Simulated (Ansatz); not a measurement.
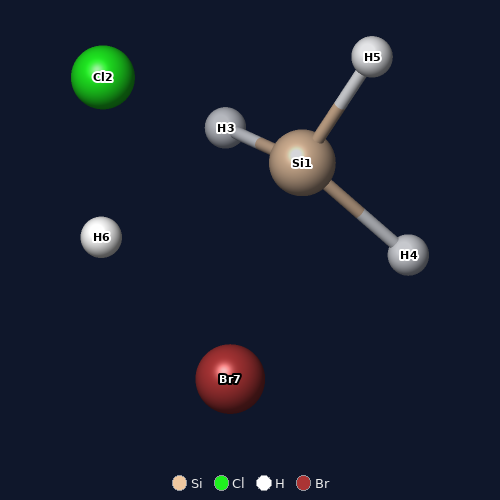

The system is the reacting system BrClH4Si (fragments ClH₃Si + BrH where the first distance is long, BrH₃Si + ClH where the second is long); the picture shows the reference structure. First axis: distance Si1–Br7 (bond that forms). Second axis: distance Si1–Cl2 (bond that breaks). Relaxed at each point: all other coordinates. The scan uses a 10 × 10 grid. Points are written as (first, second). Energies are in eV, from the lowest grid point. Energies and slopes of some neighbouring points disagree (a jump in structure or state, or too coarse a mesh). The reference is spin-restricted, so regions where a bond is pulled apart into radicals lie too high. Method: RKS PBE0-D4/def2-SVP (Ansatz 0.2.0).

Its coordinates:

```xyz
7

Si   -0.6530   -0.4061    0.0567
Cl    1.7424   -0.4904    0.7494
H    -0.3269   -1.6902   -0.6126
H    -1.9249    0.0591   -0.5796
H    -0.9102   -0.3954    1.5182
H     1.8054    1.0353   -0.1018
Br    0.2674    1.8877   -1.0302
```

Range: distance Si1–Br7 (bond that forms) from 2.079 to 3.279 Å; distance Si1–Cl2 (bond that breaks) from 1.917 to 3.717 Å.

Question: What will the energy surface look like?

Answer: The lowest grid point is at (2.262 Å, 3.717 Å). It lies on the edge of the grid, but the force there points inwards, so the minimum lies inside the range. The energy also falls towards the edge at (3.279 Å, 2.032 Å) (0.13 eV above the lowest), where a further well may lie outside the range. The highest grid point, (2.079 Å, 1.917 Å), lies 3.48 eV above the lowest.

```tsv
second ↓, first →	2.079	2.156	2.262	2.383	2.514	2.655	2.802	2.955	3.115	3.279
3.717	0.24	0.06	0.00	0.11	0.35	0.68	1.05	1.44	1.82	2.19
3.471	0.26	0.07	0.01	0.11	0.35	0.67	1.04	1.42	1.80	2.16
3.232	0.32	0.13	0.06	0.16	0.39	0.71	1.06	1.43	1.80	2.15
3.001	0.44	0.26	0.18	0.27	0.49	0.80	1.14	1.50	1.84	2.13
2.780	0.66	0.48	0.40	0.48	0.69	0.97	1.28	1.60	1.65	1.60
2.570	1.01	0.82	0.74	0.80	0.97	1.21	1.46	1.60	1.12	1.04
2.373	1.52	1.32	1.21	1.24	1.35	1.48	1.43	0.76	0.62	0.52
2.192	2.11	1.89	1.86	1.55	1.18	0.88	0.65	0.43	0.27	0.17
2.032	2.97	2.74	2.03	1.54	1.15	0.82	0.57	0.39	0.24	0.13
1.917	3.48	2.94	2.36	1.85	1.43	1.10	0.84	0.64	0.52	0.42
```

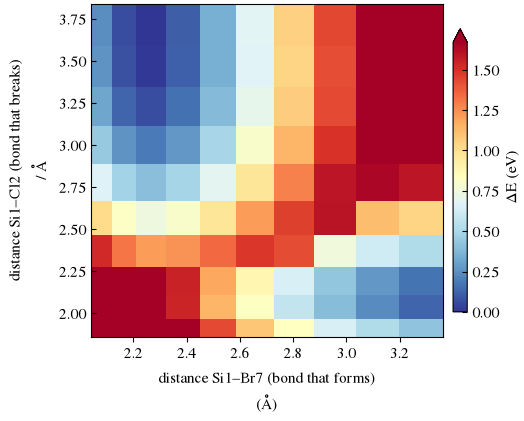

In the figure: one coloured cell a grid point, one colour for all values above the top of the scale.

The whole map (100 points run) took 31 min on 1 thread of Arm Neoverse V1, on a shared host.
